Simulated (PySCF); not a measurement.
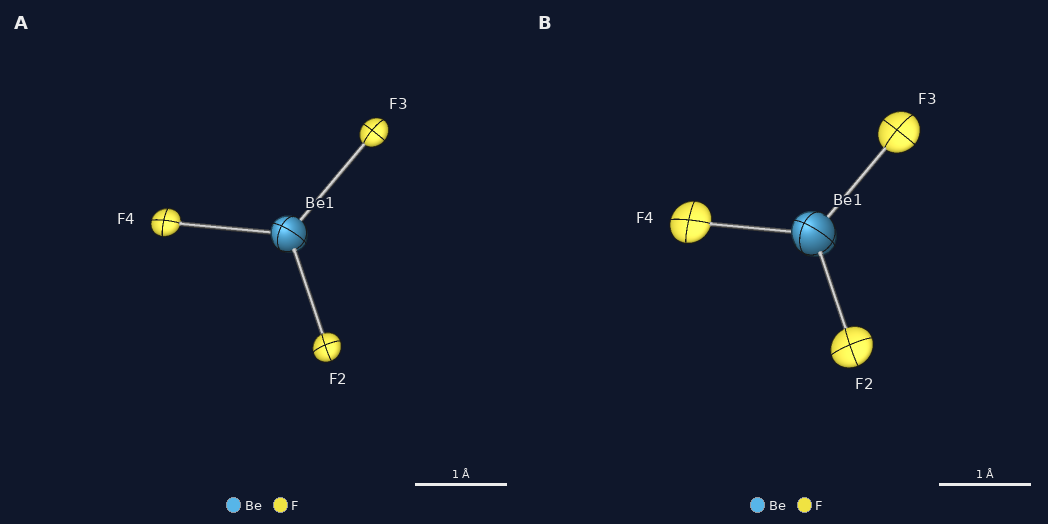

Displacement ellipsoids at the 50 % level, scaled by 3, from the internal vibrations of the free molecule (harmonic, no overall translation or rotation; no half-axis is drawn under 0.075 Å). The species has charge −1 and is a spin singlet. Vibrations computed with RKS-based PBE0, Be def2-TZVPD, F def2-TZVPD; non-relativistic; density fitting (PySCF 2.14.0). One panel is for 200 K, the other for 600 K.

> Which panel is for 600 K?

B.

> How much does the mean-square displacement of F4 grow, and why?

U_eq goes from 0.00095 to 0.0020 Å², a factor of 2.1. Modes below kT (417 cm⁻¹ at 600 K) grow about in proportion to T, and the lowest lies at 316 cm⁻¹; the mean-square amplitude of a mode is its zero-point value times coth(ħω/2kT), which comes close to 1 only above about 3kT.
